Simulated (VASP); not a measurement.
# Bi2Pd (Froodite) with PBEsol: from relaxation to properties, part 4 of 7

Aim: relax Bi2Pd (Froodite), then compute properties on the relaxed cell. The start is a cell from a database of measured crystal structures.

VASP 6.6.1; PBEsol; plane waves and PAW (Bi_d, Pd).

So far. Step 4 (Single point with fields (PBEsol)): In this run the pressure is -0.01 GPa, small enough to go on. Step 5 (Bands along the symmetry lines (PBEsol)): There is no gap at this level.

**6. Density of states (PBEsol)**

A density of states needs more k-points than a total energy; ISMEAR = -5 takes tetrahedra, and LORBIT projects the states on the PAW spheres. The mesh is finer than in the run before.

INCAR

```
SYSTEM = Bi2Pd
PREC = Accurate
ENCUT = 400
EDIFF = 1E-06
NELM = 100
ISMEAR = -5
SIGMA = 0.2
LREAL = .FALSE.
ALGO = Normal
GGA = PS
NBANDS = 59
LASPH = .TRUE.
LORBIT = 11
LWAVE = .FALSE.
LCHARG = .FALSE.
KPAR = 4
NEDOS = 2001
```

POSCAR

```
Bi2Pd
1.0
    0.0000000000      4.2414605300      0.0000000000
   -1.2717601345      0.0000000000      5.5091053067
    6.3725324535     -2.1207302650     -0.0428579061
Bi Pd
4 2
Direct
    0.1563973809      0.3126895134      0.3127947619
    0.8436026191      0.6873104866      0.6872052381
    0.5737602750      0.7921465577      0.1475205500
    0.4262397250      0.2078534423      0.8524794500
    0.2242658676      0.8304505870      0.4485317351
    0.7757341324      0.1695494130      0.5514682649
```

KPOINTS

```
Automatic mesh
0
Gamma
10 7 10
0 0 0
```

PAW data sets: Bi_d and Pd (PBE family, release 64).

Run with:

```sh
$ mpirun -np 4 vasp_std
```

Log:

```text
[... set-up lines as in an earlier step ...]
 entering main loop
       N       E                     dE             d eps       ncg     rms          rms(c)
DAV:   1     0.884724150646E+03    0.88472E+03   -0.33060E+04 23447   0.143E+03
DAV:   2     0.821062408783E+02   -0.80262E+03   -0.76367E+03 23168   0.442E+02
DAV:   3    -0.259564615463E+02   -0.10806E+03   -0.10417E+03 25431   0.169E+02
DAV:   4    -0.310304275945E+02   -0.50740E+01   -0.50405E+01 27162   0.386E+01
DAV:   5    -0.312770273577E+02   -0.24660E+00   -0.24663E+00 31903   0.779E+00    0.775E+00
DAV:   6    -0.308522861272E+02    0.42474E+00   -0.60240E-01 27247   0.442E+00    0.384E+00
DAV:   7    -0.307623192678E+02    0.89967E-01   -0.17201E-01 27687   0.310E+00    0.151E+00
DAV:   8    -0.307418829669E+02    0.20436E-01   -0.11148E-01 26783   0.190E+00    0.552E-01
DAV:   9    -0.307398381731E+02    0.20448E-02   -0.12902E-02 30917   0.661E-01    0.108E-01
DAV:  10    -0.307397873713E+02    0.50802E-04   -0.11954E-03 27733   0.240E-01    0.506E-02
DAV:  11    -0.307397652755E+02    0.22096E-04   -0.15923E-04 31981   0.605E-02    0.792E-03
DAV:  12    -0.307397663680E+02   -0.10925E-05   -0.14423E-05 29849   0.287E-02    0.526E-03
DAV:  13    -0.307397657461E+02    0.62188E-06   -0.10255E-06 14603   0.624E-03
   1 F= -.30739766E+02 E0= -.30739766E+02  d E =0.000000E+00
 -----------------------------------------------------------------------------
|                                                                             |
|           W    W    AA    RRRRR   N    N  II  N    N   GGGG   !!!           |
|           W    W   A  A   R    R  NN   N  II  NN   N  G    G  !!!           |
|           W    W  A    A  R    R  N N  N  II  N N  N  G       !!!           |
|           W WW W  AAAAAA  RRRRR   N  N N  II  N  N N  G  GGG   !            |
|           WW  WW  A    A  R   R   N   NN  II  N   NN  G    G                |
|           W    W  A    A  R    R  N    N  II  N    N   GGGG   !!!           |
|                                                                             |
|     Tetrahedron method does not include variations of the Fermi             |
|     occupations, so forces and stress will be inaccurate. We suggest        |
|     using a different smearing scheme ISMEAR = 1 or 2 for metals in         |
|     relaxations.                                                            |
|                                                                             |
 -----------------------------------------------------------------------------
```

Elapsed: 2.1 min, on 4 MPI ranks of Intel Xeon 6975P-C (Granite Rapids), shared host; peak memory 3.3 GiB; 8 min of CPU time.

From OUTCAR (step 6):

```text
   k-points           NKPTS =    196   k-points in BZ     NKDIM =    196   number of bands    NBANDS=     59

   NELECT =      80.0000    total number of electrons

 E-fermi :   8.5846

 k-point     1 :       0.0000    0.0000    0.0000
  band No.  band energies     occupation
    ...
     35       6.3111      2.00000
     36       6.3183      2.00000
     37       6.6569      2.00000
     38       7.2990      2.00000
     39       8.4435      1.99636
     40       8.8426     -0.01348
     41       8.8644      0.00000
     42      11.0409      0.00000
     43      11.0677      0.00000
     44      11.4433      0.00000
    ...

  Total       -0.0650937      0.2787083     -0.0869665      0.0000000      0.0000000      0.0952650
  in kB       -0.7014807      3.0034931     -0.9371929      0.0000000      0.0000000      1.0266212
  external PRESSURE =       0.4549398 kB  Pullay stress =       0.0000000 kB

 POSITION                                       TOTAL-FORCE (eV/Angst)
 -----------------------------------------------------------------------------------
      1.59563     -0.00000      1.70923        -0.003271     -0.000000      0.050189
      3.50514      2.12073      3.75701         0.003271      0.000000     -0.050189
     -0.06734      2.12073      4.35770        -0.046320      0.000000     -0.001685
      5.16811      0.00000      1.10855         0.046320     -0.000000      0.001685
      1.80215      0.00000      4.55582        -0.022234      0.000000      0.008957
      3.29862      2.12073      0.91043         0.022234     -0.000000     -0.008957
 -----------------------------------------------------------------------------------
    total drift:                               -0.000000      0.000000     -0.000000

  FREE ENERGIE OF THE ION-ELECTRON SYSTEM (eV)
  ---------------------------------------------------
  free  energy   TOTEN  =       -30.7397657461 eV

  energy  without entropy=      -30.7397657461  energy(sigma->0) =      -30.73976575

[... 6 parts as in an earlier step ...]

[... 10 further parts left out ...]
```

With tetrahedra the forces and stress of a metal are not exact derivatives of the energy.

This step gave:

| Quantity | Value |
| --- | --- |
| irreducible k-points | 196 |
| free energy (TOTEN) | -30.74 eV |
| Fermi energy | 8.585 eV |
| pressure | 0.04549 GPa |
| DOS at the Fermi level | 1.930 states/eV/cell |

The density of states has structure finer than the step of the table below, so its rows give means over 1 eV, whole bins alone (the curve runs from -12.0 to 3.37 eV). Peaks (eV: height): total -4.9: 7.05, -4.0: 14.1, -3.5: 10.2, -2.9: 10.0; Pd d -4.0: 9.66, -3.5: 6.95, -2.9: 7.50; Bi p -4.9: 1.56, 1.9: 1.53, 2.5: 1.65, 3.1: 2.25; Pd p -4.0: 0.276, -2.4: 0.202, -1.5: 0.254, 0.7: 0.164; Bi s -10.9: 3.68, -10.2: 3.21.

States under -12.0 eV and over 3.4 eV are left out. The density of states by energy, zero at the Fermi level; means over each step; values in states/eV/cell:

| energy (eV) | total | Pd d | Bi p | Pd p | Bi s | Pd s |
| --- | --- | --- | --- | --- | --- | --- |
| -11 | 3.61 | 0.0916 | 0.0354 | 0.0649 | 2.51 | 0.0398 |
| -10 | 2.07 | 0.0898 | 0.0142 | 0.0231 | 1.53 | 0.00781 |
| -9 | 0 | 0 | 0 | 0 | 0 | 0 |
| -8 | 0 | 0 | 0 | 0 | 0 | 0 |
| -7 | 0 | 0 | 0 | 0 | 0 | 0 |
| -6 | 0.325 | 0.0516 | 0.0819 | 0.00355 | 0.00407 | 0.0482 |
| -5 | 4.44 | 1.49 | 0.973 | 0.0835 | 0.0639 | 0.288 |
| -4 | 7.61 | 4.66 | 0.945 | 0.139 | 0.119 | 0.146 |
| -3 | 8.85 | 6.29 | 0.847 | 0.121 | 0.0974 | 0.0934 |
| -2 | 5.84 | 3.12 | 0.929 | 0.190 | 0.147 | 0.125 |
| -1 | 3.56 | 1.07 | 0.944 | 0.195 | 0.141 | 0.0606 |
| 0 | 2.50 | 0.503 | 0.800 | 0.141 | 0.107 | 0.0402 |
| 1 | 2.97 | 0.477 | 1.07 | 0.135 | 0.101 | 0.0497 |
| 2 | 3.32 | 0.442 | 1.36 | 0.118 | 0.0681 | 0.0584 |

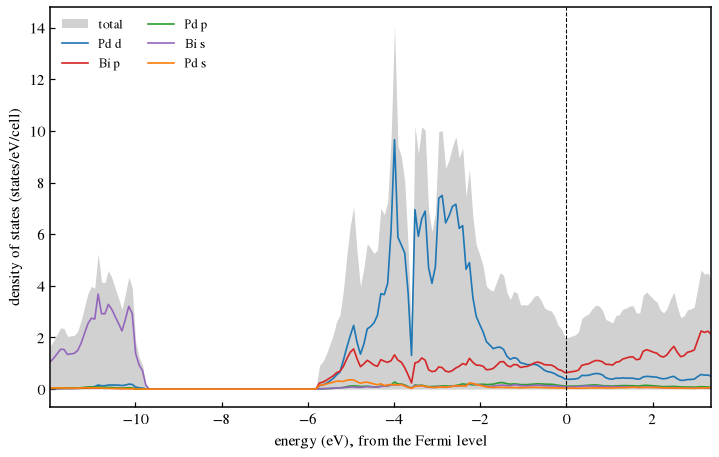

Density of states, plotted against energy.

Force by atom:

| atom | x (eV/Å) | y (eV/Å) | z (eV/Å) | size |
| --- | --- | --- | --- | --- |
| Bi1 | -0.0033 | 0.0000 | 0.0502 | 0.0503 |
| Bi2 | 0.0033 | 0.0000 | -0.0502 | 0.0503 |
| Bi3 | -0.0463 | 0.0000 | -0.0017 | 0.0464 |
| Bi4 | 0.0463 | 0.0000 | 0.0017 | 0.0464 |
| Pd5 | -0.0222 | 0.0000 | 0.0090 | 0.0240 |
| Pd6 | 0.0222 | 0.0000 | -0.0090 | 0.0240 |

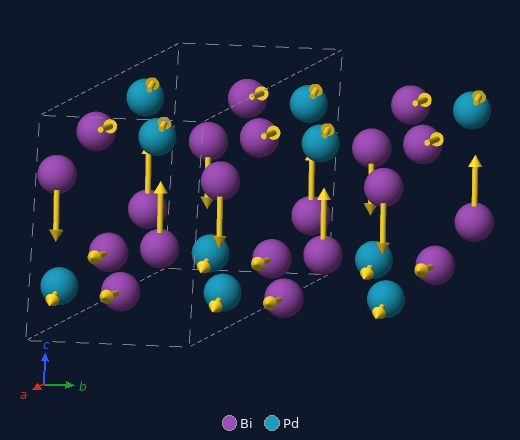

Force as arrows, the longest 0.0503 eV/Å. 1×2×1 conventional cells are drawn. Some periodic images of atoms are drawn too.

The finer mesh and the other smearing move the Fermi level by +0.01 eV from the 7×5×7 run, a small shift, which tests the Fermi level alone. Of the states within 0.3 eV of the Fermi level, the largest shares in the PAW spheres are Bi p 32 %, Pd d 20 % and Pd p 6 %. The rest lies in smaller channels or between the spheres.

(Part 4 of 7 ends here.)

[Lines on the potential files, build, host, timing and source positions are cut from VASP's logs without a mark.]

[Logs are printed without paths, hosts, clocks, repeated set-up lines and the standing remarks that a program may print on its own settings, such as how far it seeks lower states.]

[Hosts, paths, dates, database ids (printed as entryN), source tags and the programs' standing remarks are cut or masked in the printed files.]

[A measured line is paired with the nearest computed mode of its activity, which favours agreement.]
